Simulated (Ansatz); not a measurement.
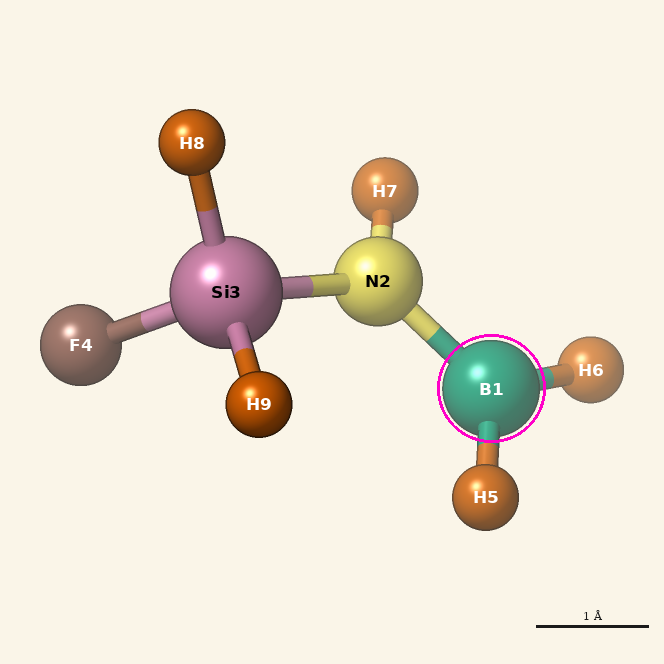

Orthographic view. Depth is shown by fading: the farther an atom, the more it takes the colour of the background. The geometry was computed by an optimisation with PBE0-D4/def2-TZVP.

Which atoms are bonded to the circled atom?

The circled atom is B1; it is bonded to N2, H5, H6.

Of N2 and Si3, which is nearer the viewer?

Si3; the bond to N2 points away from the viewer, so it looks shorter than its 1.73 Å.

What is the shortest path along bonds from the circled atom to F4?

B1–N2–Si3–F4, 3 bonds; through space the two are 3.72 Å apart.

Which atom is nearest the viewer?

H9, 1.7 Å in front of the mean position.
